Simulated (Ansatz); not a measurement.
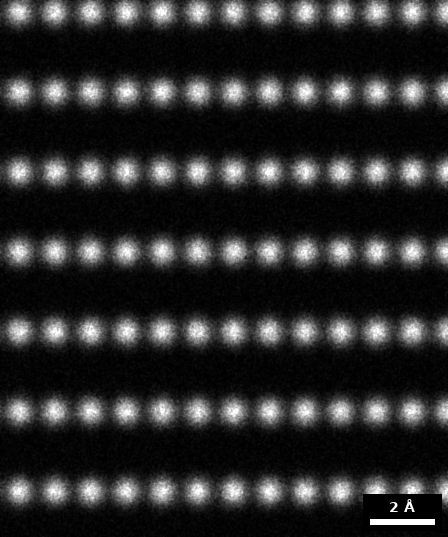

HAADF-like image of Pb. Simulated incoherent Z contrast: every atom adds Z^1.7 spread by a probe of 0.62 Å full width; channelling and multiple scattering are left out. Shot noise was added.

### Measure the repeat of the pattern.

The pattern repeats on a rectangular net of 1.1 × 2.5 Å.

### Which plane group does this projection have?

p2mm: mirror lines in two perpendicular directions, with twofold points where they cross.

### How many columns does the smallest repeating cell hold, and how many levels of brightness?

1 column in the primitive cell of 2.8 Å², all of one brightness.

The crystal is Pb (Fm-3m, No. 225) seen along [210]. Structure used: the input geometry of an electronic-structure calculation (not necessarily at equilibrium).
